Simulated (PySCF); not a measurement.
# One shape, several levels: doublet [SO2]+

Aim: a comparison of 6 runs (UBHLYP/def2-TZVPP, UBLYP/def2-TZVPP, UM06-2X/def2-TZVPP, USVWN5/def2-TZVPP, UTPSS/def2-TZVPP, UCCSD(T)/def2-TZVPP) of doublet [SO2]+. The job is set up through a Python script.

Program for the calculation: PySCF 2.14.0.

1 further run of the same task is left out (set aside as unsound or not needed).

## Step 1: The structure to begin with

The species is [SO2]+ (3 atoms), meant as a doublet with charge +1. SMILES of the parent species: `O=S=O`. The coordinates come from a PBE0-D4/def2-TZVP relaxation. That shape belongs to the parent species and isn't relaxed for this state.

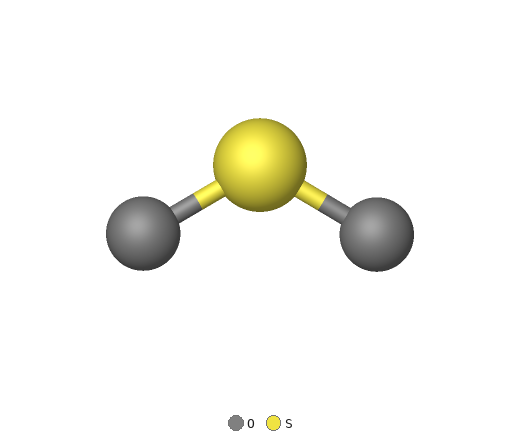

The structure, seen from a chosen angle (oxygen grey, sulfur yellow).

## Step 2: A single-point energy at UBHLYP/def2-TZVPP (run 1)

Input file calc.py:

```python
from pyscf import gto, dft

molecule = gto.M(
    atom=[
    ('O', (-0.974420, 0.645900, -0.459510)),
    ('S', (0.269520, 0.357380, 0.186790)),
    ('O', (0.704900, -1.003280, 0.272720)),
],
    basis='def2-tzvpp',
    spin=1,
    max_memory=1860,
    verbose=4,
    charge=1,
)

calc0 = dft.UKS(molecule, xc='bhandhlyp')
calc0.grids.level = 5
calc0.conv_tol = 1e-10
calc0.kernel()
if not calc0.converged:
    calc0 = calc0.newton().run(calc0.mo_coeff, calc0.mo_occ)

e_final = calc0.e_tot
print(f'total energy: {e_final:.8f} hartree')
```

Command:

```bash
OMP_NUM_THREADS=1 python calc.py
```

Log:

```text
PySCF version 2.14.0

[INPUT] num. atoms = 3
[INPUT] num. electrons = 31
[INPUT] charge = 1
[INPUT] spin (= nelec alpha-beta = 2S) = 1
[INPUT] symmetry False subgroup None
[INPUT] Mole.unit = angstrom
[INPUT] Symbol           X                Y                Z      unit          X                Y                Z       unit  Magmom
[INPUT]  1 O     -0.974420000000   0.645900000000  -0.459510000000 AA   -1.841386930299   1.220574103857  -0.868348051499 Bohr   0.0
[INPUT]  2 S      0.269520000000   0.357380000000   0.186790000000 AA    0.509318985093   0.675350322397   0.352981942808 Bohr   0.0
[INPUT]  3 O      0.704900000000  -1.003280000000   0.272720000000 AA    1.332067945206  -1.895924426254   0.515366108691 Bohr   0.0

[... 41 lines left out ...]
WARN: HOMO -0.359152967450996 >= LUMO -0.359152967451003
[... 62 lines left out ...]
converged SCF energy = -548.158635277212  <S^2> = 0.77461837  2S+1 = 2.0244687
total energy: -548.15863528 hartree
```

Run time: 23 s. Hardware: 1 thread of Arm Neoverse V2, shared host; peak memory 0.53 GiB.

## Step 3: The energy at UBLYP/def2-TZVPP (run 2)

Input file calc.py:

```python
from pyscf import gto, dft

mol = gto.Mole()
mol.atom = '''
O   -0.974420   0.645900  -0.459510
S    0.269520   0.357380   0.186790
O    0.704900  -1.003280   0.272720
'''
mol.spin = 1
mol.max_memory = 1860
mol.basis = 'def2-tzvpp'
mol.verbose = 4
mol.charge = 1
mol.build()

mf = dft.UKS(mol, xc='blyp')
mf.conv_tol = 1e-10
mf.grids.level = 5
mf.kernel()
if not mf.converged:
    mf = mf.newton().run(mf.mo_coeff, mf.mo_occ)

etot = mf.e_tot
print('E = %.10f Eh' % etot)
```

Command:

```bash
OMP_NUM_THREADS=1 python calc.py
```

Log:

```text
PySCF version 2.14.0

[INPUT] num. atoms = 3
[INPUT] num. electrons = 31
[INPUT] charge = 1
[INPUT] spin (= nelec alpha-beta = 2S) = 1
[INPUT] symmetry False subgroup None
[INPUT] Mole.unit = angstrom
[INPUT] Symbol           X                Y                Z      unit          X                Y                Z       unit  Magmom
[INPUT]  1 O     -0.974420000000   0.645900000000  -0.459510000000 AA   -1.841386930299   1.220574103857  -0.868348051499 Bohr   0.0
[INPUT]  2 S      0.269520000000   0.357380000000   0.186790000000 AA    0.509318985093   0.675350322397   0.352981942808 Bohr   0.0
[INPUT]  3 O      0.704900000000  -1.003280000000   0.272720000000 AA    1.332067945206  -1.895924426254   0.515366108691 Bohr   0.0

[... 43 lines left out ...]
WARN: HOMO -0.337736837842328 >= LUMO -0.337736837842336
[... 54 lines left out ...]
converged SCF energy = -548.266493087995  <S^2> = 0.75343065  2S+1 = 2.0034277
E = -548.2664930880 Eh
```

Wall time 19 s (1 thread of Arm Neoverse V2, shared host); peak memory 0.53 GiB.

## Step 4: A single-point energy at UM06-2X/def2-TZVPP (run 3)

Input file run.py:

```python
from pyscf import gto, dft

mol = gto.M(
    atom=[
    ('O', (-0.974420, 0.645900, -0.459510)),
    ('S', (0.269520, 0.357380, 0.186790)),
    ('O', (0.704900, -1.003280, 0.272720)),
],
    basis='def2-tzvpp',
    spin=1,
    verbose=3,
    max_memory=1860,
    charge=1,
)

ks = dft.UKS(mol, xc='m06-2x')
ks.grids.level = 5
ks.conv_tol = 1e-10
ks.kernel()
if not ks.converged:
    ks = ks.newton().run(ks.mo_coeff, ks.mo_occ)

e_final = ks.e_tot
print('Final energy', e_final)
```

Command:

```bash
OMP_NUM_THREADS=1 python run.py
```

Log:

```text
WARN: HOMO -0.353108688305106 >= LUMO -0.353108688305092

converged SCF energy = -548.16179035135  <S^2> = 0.76211363  2S+1 = 2.0120772
Final energy -548.1617903513497
```

It took 51 s on 1 thread of Arm Neoverse V2, shared host; peak memory 0.58 GiB.

Runs 4 to 5 aren't shown in full; the table further down has their settings and results.

## Step 5: The energy at UCCSD(T)/def2-TZVPP (run 6)

Input file run.py:

```python
from pyscf import gto, cc

mol = gto.M(
    atom='''
O     -1.841387     1.220574    -0.868348
S      0.509319     0.675350     0.352982
O      1.332068    -1.895924     0.515366
''',
    spin=1,
    unit='bohr',
    basis='def2-tzvpp',
    max_memory=1860,
    charge=1,
    verbose=4,
)

mf = mol.UHF()
mf.conv_tol = 1e-10
mf.kernel()
if not mf.converged:
    mf = mf.newton().run(mf.mo_coeff, mf.mo_occ)

mycc = cc.CCSD(mf, frozen=7)
mycc.kernel()
e_t = mycc.ccsd_t()
energy = mycc.e_tot + e_t
print(f'total energy: {energy:.8f} hartree')
```

Command:

```bash
OMP_NUM_THREADS=1 python run.py
```

Log:

```text
PySCF version 2.14.0

[INPUT] num. atoms = 3
[INPUT] num. electrons = 31
[INPUT] charge = 1
[INPUT] spin (= nelec alpha-beta = 2S) = 1
[INPUT] symmetry False subgroup None
[INPUT] Mole.unit = bohr
[INPUT] Symbol           X                Y                Z      unit          X                Y                Z       unit  Magmom
[INPUT]  1 O     -0.974420036884   0.645899945041  -0.459509972748 AA   -1.841387000000   1.220574000000  -0.868348000000 Bohr   0.0
[INPUT]  2 S      0.269520007889   0.357379829395   0.186790030265 AA    0.509319000000   0.675350000000   0.352982000000 Bohr   0.0
[INPUT]  3 O      0.704900028996  -1.003279774436   0.272719942483 AA    1.332068000000  -1.895924000000   0.515366000000 Bohr   0.0

[... 96 lines left out ...]
converged SCF energy = -546.861492486653  <S^2> = 0.82699128  2S+1 = 2.0755638
[... 12 lines left out ...]
Init t2, MP2 energy = -0.635753153296754
[... 17 lines left out ...]
UCCSD converged
[... 2 lines left out ...]
total energy: -547.53178994 hartree
```

It took 3.3 min on 1 thread of Arm Neoverse V2, shared host; peak memory 4 GiB.

## Step 6: The series

| run | level | integration grid | frozen core orbitals | energy (Eh) | HOMO energy (eV) | LUMO energy (eV) | ⟨S²⟩ | wall time |
| --- | --- | --- | --- | --- | --- | --- | --- | --- |
| 1 | UBHLYP/def2-TZVPP | 5 | – | -548.158635 | -19.94 | -14.07 | 0.775 | 23 s |
| 2 | UBLYP/def2-TZVPP | 5 | – | -548.266493 | -17.07 | -16.16 | 0.753 | 19 s |
| 3 | UM06-2X/def2-TZVPP | 5 | – | -548.161790 | -20.14 | -14.35 | 0.762 | 51 s |
| 4 | USVWN5/def2-TZVPP | 5 | – | -545.855493 | -17.40 | -16.62 | 0.752 | 12 s |
| 5 | UTPSS/def2-TZVPP | 5 | – | -548.309134 | -17.28 | -16.10 | 0.756 | 44 s |
| 6 | UCCSD(T)/def2-TZVPP | – | 7 | -547.531790 | -21.53 | -10.55 | 0.827 | 3.3 min |

## Step 7: Summary of results

| quantity | value |
| --- | --- |
| run 6: total energy | -547.53179 Eh |
| run 6: HOMO energy (Hartree–Fock orbitals) (highest over α and β) | -21.53 eV |
| run 6: LUMO energy (Hartree–Fock orbitals) (lowest over α and β) | -10.55 eV |
| run 6: correlation energy (7 core orbitals frozen) | -670.3 mEh |
| run 6: (T) correction | -37.27 mEh |
| run 6: ⟨S²⟩ of the reference determinant | 0.827 |
| run 6: T1 diagnostic | 0.031 |

What this shows: Totals of different functionals can't be ranked against each other. All runs together took 5.7 min, the longest 3.3 min.
